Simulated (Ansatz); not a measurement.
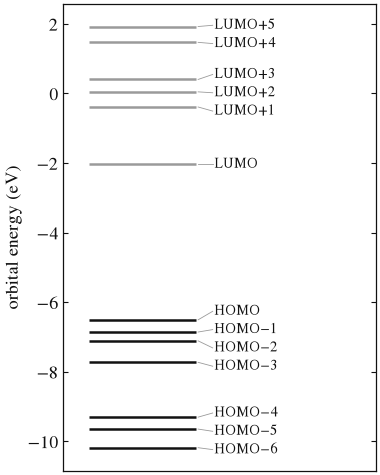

C₃H₇GaS, SMILES C/C=[CH]\[GaH][SH], singlet. Kohn-Sham orbital energies near the frontier, r2SCAN/def2-TZVPP with the Ansatz code 0.2.0, at a PBE0-D4/def2-TZVP geometry (no frequency check), isolated molecule; empty levels in grey, levels within 0.03 eV side by side.

**Where do the frontier orbitals lie?**

HOMO at −6.51 eV, LUMO at −2.04 eV, 4.47 eV apart.

**How far below the HOMO does the next level lie?**

0.35 eV.

**List the levels.**

```tsv
orbital	energy (eV)
LUMO+5	1.92
LUMO+4	1.47
LUMO+3	0.40
LUMO+2	0.04
LUMO+1	−0.39
LUMO	−2.04
HOMO	−6.51
HOMO−1	−6.86
HOMO−2	−7.11
HOMO−3	−7.73
HOMO−4	−9.30
HOMO−5	−9.65
HOMO−6	−10.18
```

Note: no scalar relativity up to krypton; one conformer of a flexible molecule; empty levels above zero depend strongly on the basis.
